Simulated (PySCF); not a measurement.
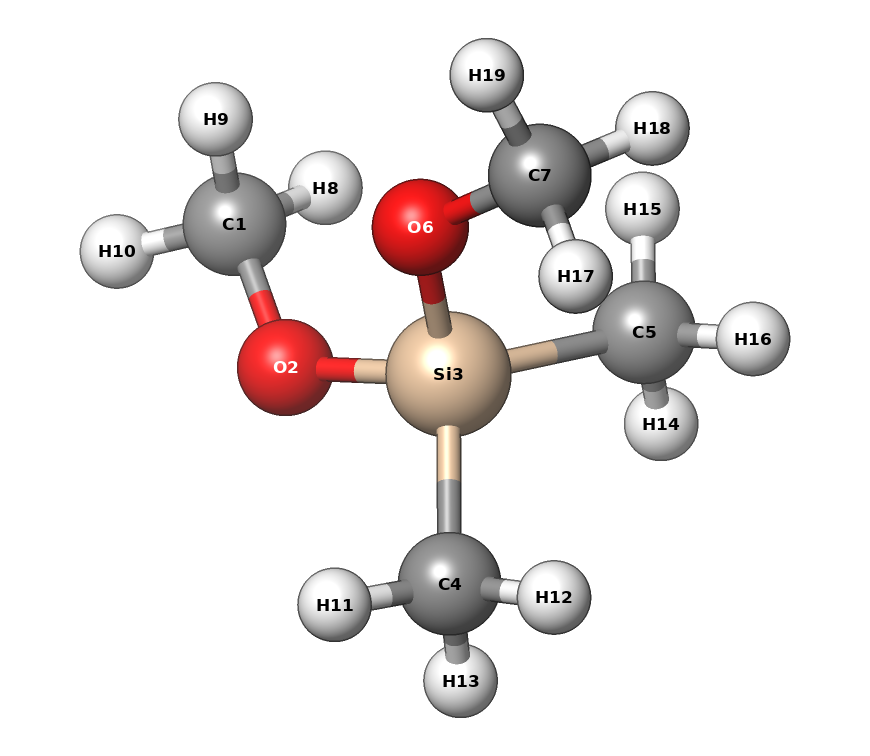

The computed structure is the end point of a PBE0-D3(BJ)/def2-TZVP optimisation. No frequency run is at hand to confirm it as a minimum. Method: GIAO ωB97X-D/pcSseg-2 NMR shielding, non-relativistic, gas phase (PySCF 2.14.0), and the same with a continuum solvent (IEF-PCM, Bondi radii x 1.2, gas-phase geometry).

How do dipole (D), HOMO–LUMO gap (eV), σ(O6) (ppm), σ(Si3) (ppm), σ(O2) (ppm) change in chloroform (ε = 4.7)?

| medium | dipole (D) | HOMO–LUMO gap (eV) | σ(O6) (ppm) | σ(Si3) (ppm) | σ(O2) (ppm) |
| --- | --- | --- | --- | --- | --- |
| gas phase | 1.63 | 11.65 | 304.5 | 340.5 | 302.8 |
| chloroform | 2.07 | 11.76 | 306.3 | 338.8 | 304.5 |
